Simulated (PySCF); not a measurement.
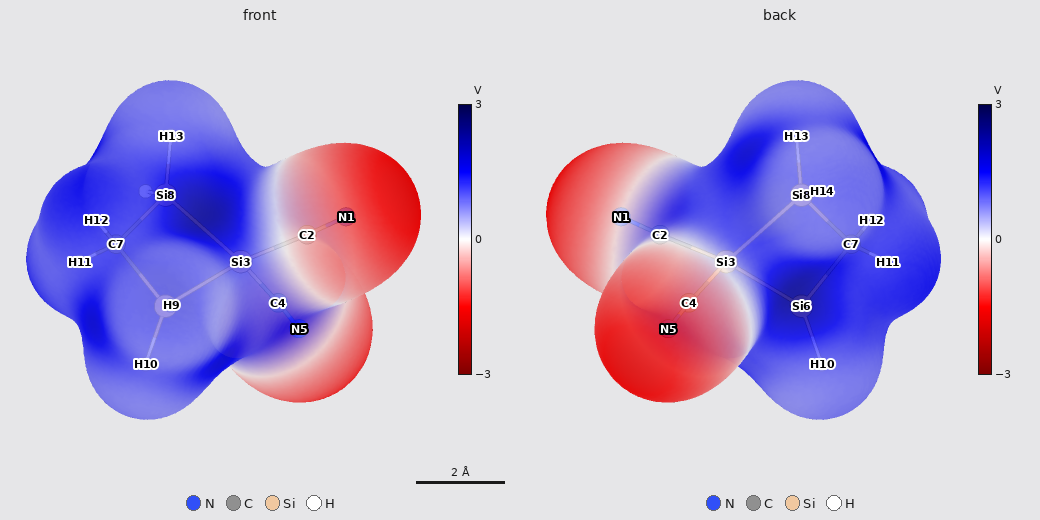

Figure 1: C₃H₆N₂Si₃. The molecular electrostatic potential painted on the density surface at 0.002 e/bohr³, seen from the front and from behind; red is negative and blue positive.

Geometry: GFN2-xTB.

Method: PySCF 2.14.0, PBE0/def2-SVPD, SCF density, gas phase.

```xyz
14

N     2.5928    2.7255   -0.4791
C     2.0456    1.7226   -0.3778
Si    1.0619    0.1454   -0.1949
C     2.4559   -1.0717   -0.4470
N     3.2734   -1.8623   -0.5966
Si   -0.3934   -0.0895    1.6425
C    -1.8008   -0.2798    0.3276
Si   -0.9480   -0.0978   -1.4002
H    -0.5883    1.0790    2.5031
H    -0.2546   -1.2719    2.4946
H    -2.3037   -1.2423    0.4227
H    -2.5875    0.4609    0.4683
H    -1.4348    1.0654   -2.1449
H    -1.1194   -1.2842   -2.2405
```

Which sites attract a positive test charge, and which a negative one?

A positive charge is drawn to the negative regions and a negative charge to the positive ones. The most negative region (about −1.7 V) lies over N1 and N5, the most positive (about +2.3 V) over Si3, Si6 and Si8.
